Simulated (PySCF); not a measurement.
```
atom    x (Å)    y (Å)    z (Å)
   O  -0.8761  -0.2796   1.1988
   C  -1.9094   0.2193   0.7317
   C  -2.2139   0.3445  -0.7169
   C  -0.9765   0.9250  -1.2633
   C   0.2791   0.7984  -1.0501
  Si   0.9564  -0.6043   0.1659
   P   2.9206  -0.7559  -1.0372
   H  -2.6284   0.7211   1.3980
   H  -3.0828   0.9642  -0.8823
   H  -2.3657  -0.6201  -1.2057
   H   1.0744   1.3203  -1.5734
   H   1.4138  -0.2585   1.5140
   H   0.3782  -1.9262  -0.0805
   H   3.6283  -1.3499  -0.0111
   H   3.3978   0.5095  -0.7155
```

Geometry: GFN2-xTB.

Computed with UKS B3LYP, pcH-1 on C H O P Si, non-relativistic, mean-field spin-orbit, GIAO in PySCF.

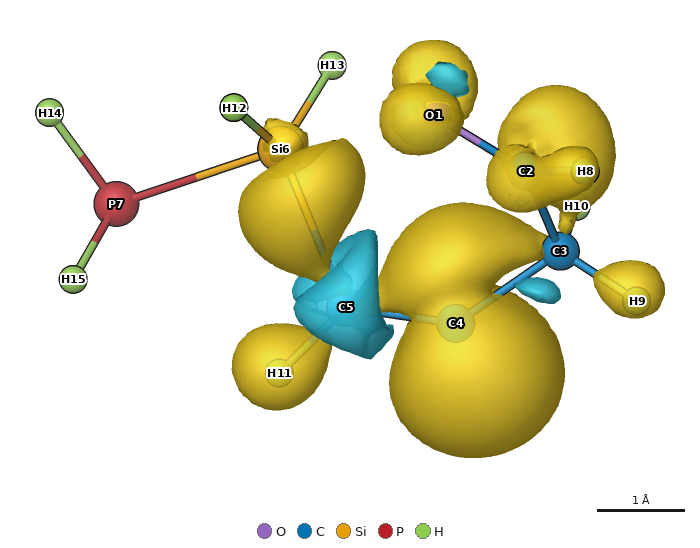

C4H8OPSi (SMILES O=CC/[C]=C\[SiH2]P) (doublet). Isosurfaces of the spin density at +0.015 (yellow) and −0.015 e/Å³ (cyan), seen at a tilt.

> Which atoms carry the spin?

The unpaired spin (1 electron) lies mostly on C4 (about 0.6), C2 (about 0.1) and Si6 (about 0.1), in electrons by Hirshfeld's partition.
